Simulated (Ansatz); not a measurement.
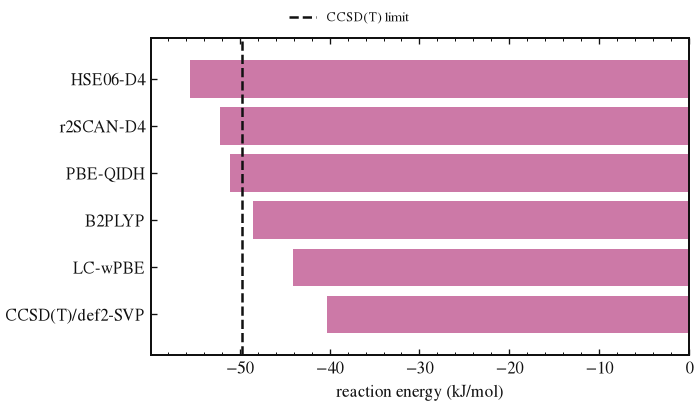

Electronic reaction energy of GeNH₅SO ([NH2][GeH]([OH])[SH]) + H₂Se ([SeH2]) → GeH₄SeSO ([OH][GeH]([SH])[SeH]) + NH₃ (N) (SMILES in brackets) at several levels (functionals in def2-TZVPP unless a basis is named), isolated molecules at PBE0-D4 triple-zeta geometries, minima by their frequencies, no zero-point or thermal terms, the Ansatz code. The line is frozen-core CCSD(T) at the basis limit (MP2 extrapolated from triple and quadruple zeta, plus CCSD(T) less MP2 in a smaller set). PBE-QIDH and B2PLYP hold a correlation term that converges slowly with the basis, so part of the distance to the limit is basis error. No dispersion term is added to PBE-QIDH, B2PLYP and LC-wPBE. The distance of CCSD(T)/def2-SVP to the limit includes basis error.

What do zero-point energy and temperature add?

Zero-point change 9.0 kJ/mol; at 298.15 K and 1 bar the CCSD(T) limit plus thermal terms gives an enthalpy of reaction of −40.0 and a free energy of −37.2 kJ/mol (harmonic PBE0-D4 modes, ideal gas).

Which level comes closest to the line (CCSD(T) limit), and which misses most?

Closest B2PLYP (−48.5 kJ/mol), against −49.7 kJ/mol; farthest CCSD(T)/def2-SVP (−40.2 kJ/mol).

Note: no scalar relativity up to krypton; outer-core shells are correlated without core-valence functions, which makes the correlated values less sure.
